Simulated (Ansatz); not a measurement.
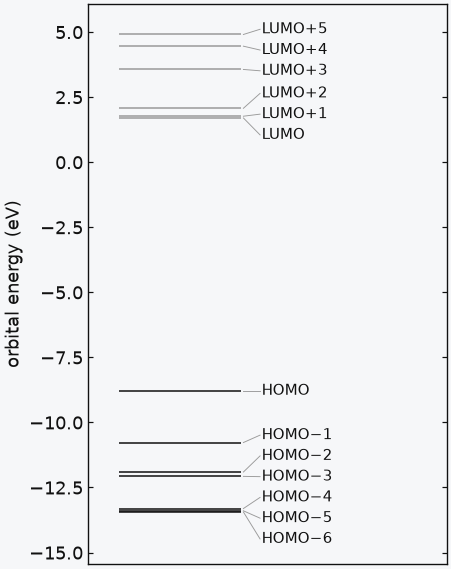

C₄H₁₀Cd, SMILES [CH3][Cd][CH](C)C, singlet. Kohn-Sham orbital energies near the frontier, LC-wPBE/def2-TZVPP with the Ansatz code 0.2.0, at a PBE0-D4/def2-TZVP geometry (with a soft imaginary mode, 7i cm⁻¹), isolated molecule; empty levels in grey, levels within 0.03 eV side by side.

### Where do the frontier orbitals lie?

HOMO at −8.79 eV, LUMO at 1.70 eV, 10.48 eV apart.

### How far below the HOMO does the next level lie?

1.99 eV.

Known limits of this run: core potentials past krypton; one conformer of a flexible molecule; empty levels above zero depend strongly on the basis.
